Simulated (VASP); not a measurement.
Band structure of FeSi (relaxed from the zinc blende structure, space group F-43m). All values below come from PBEsol GGA, VASP's PBE PAW potentials (set 64) (plane waves; VASP).

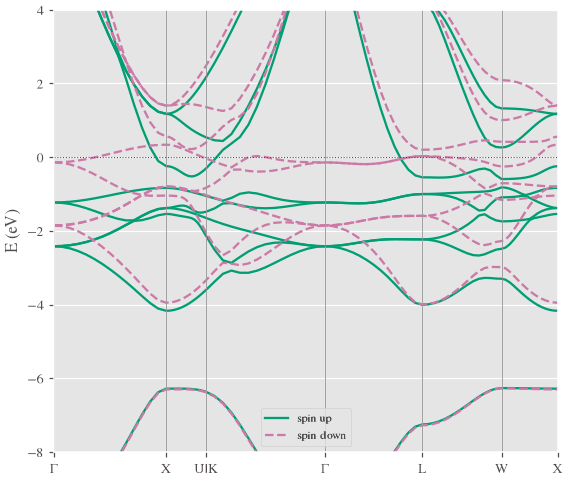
Fig. 1. Bands along high-symmetry lines, zero at the valence-band maximum or, without a gap, the Fermi level

Problem. Read the plot: is there a gap, and where are the band edges?

Solution. It has no gap at this level: it comes out as a metal or semimetal. (Edges off the drawn lines would not show.)

The structure was generated: FeSi was put into the zinc blende type (F-43m), which need not be its known phase. It was relaxed first, which changed the volume by -25 %.
